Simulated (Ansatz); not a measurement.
# C2H8FNSi2 (SMILES FC1[SiH2]C1N[SiH3]): what the fields show

Input

```
crystal:
  periodic: [false, false, false]
  atoms:
    - { symbol: F, position_ang: [0.2035, 2.3295, -0.4793] }
    - { symbol: C, position_ang: [1.0846, 1.4098, -0.1031] }
    - { symbol: Si, position_ang: [1.2641, 1.126, 1.6196] }
    - { symbol: C, position_ang: [0.7154, 0.0289, -0.2517] }
    - { symbol: "N", position_ang: [-0.7896, -0.3548, -0.0647] }
    - { symbol: Si, position_ang: [-1.4721, -0.90464, 1.36891] }
    - { symbol: H, position_ang: [2.0233, 1.6674, -0.6343] }
    - { symbol: H, position_ang: [2.4718, 0.28, 2.0453] }
    - { symbol: H, position_ang: [0.0961, 0.9782, 2.5317] }
    - { symbol: H, position_ang: [1.3701, -0.7858, -0.1491] }
    - { symbol: H, position_ang: [-1.07413, -1.00435, -0.8136] }
    - { symbol: H, position_ang: [-2.9205, -1.03026, 1.15407] }
    - { symbol: H, position_ang: [-1.22051, 0.05261, 2.42354] }
    - { symbol: H, position_ang: [-0.89551, -2.21066, 1.68397] }
basis:
  gaussian: { orbitals: cc-pVDZ }
hamiltonian:
  xc: pbe0
  dispersion: d4
relax:
  f_tol: 0.015
  max_steps: 40
output:
  orbitals: {}
```

Run with:

```sh
ansatz run input.yaml --threads 2 --pin off --max-ram 3072MiB --backend cpu --events-out ev --progress --plain --runs-dir out
```

The fields are those of the relaxed geometry.

Theory: Ansatz 0.2.0, RKS PBE0-D4/cc-pVDZ.

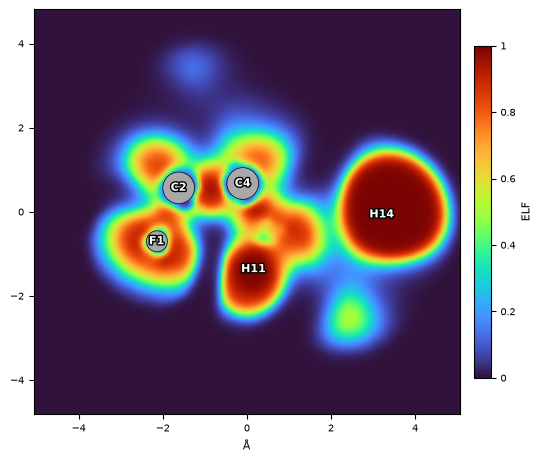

Figure 1. ELF on the plane of atoms F1, C2 and C4. Grey discs cover the atomic cores.

What does the map show?

Answer. The plane passes through F, C and H nuclei. C–F (1.37 Å): the ELF peaks at about 0.80 between the atoms; a polar covalent bond. C–C (1.53 Å): the ELF peaks at about 0.95 between the atoms: a shared electron pair. The ELF also peaks beside F1, away from the bonds: lone-pair regions.

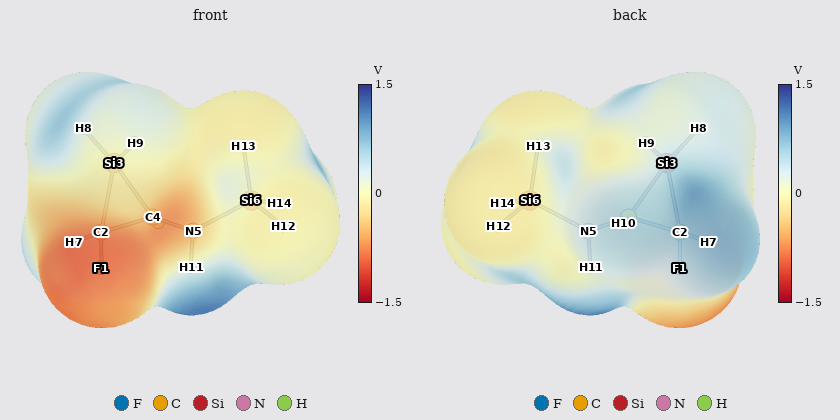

Figure 2. The electrostatic potential painted on the density surface at 0.001 e/bohr³, seen from the front and from behind; the colour scale runs from red (negative) to blue (positive).

Which sites attract a positive test charge, and which a negative one?

Answer. A positive charge is drawn to the negative regions and a negative charge to the positive ones. The most negative region (about −0.9 V) lies over F1, the most positive (about +1.1 V) over H11.

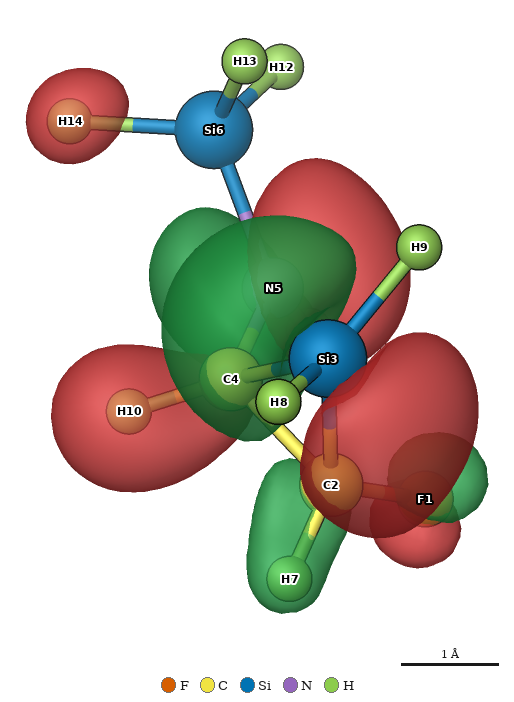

Figure 3. The HOMO at ±0.1 Å⁻³ᐟ² (green and red are the two phases), seen at an oblique angle.

Where does this orbital lie, and at what energy?

Answer. Its weight (Hirshfeld) is mainly on N5 (about 25 %), Si3 (about 25 %), C4 (about 15 %), C2 (about 10 %) and H10 (about 5 %). Its energy is −6.24 eV.
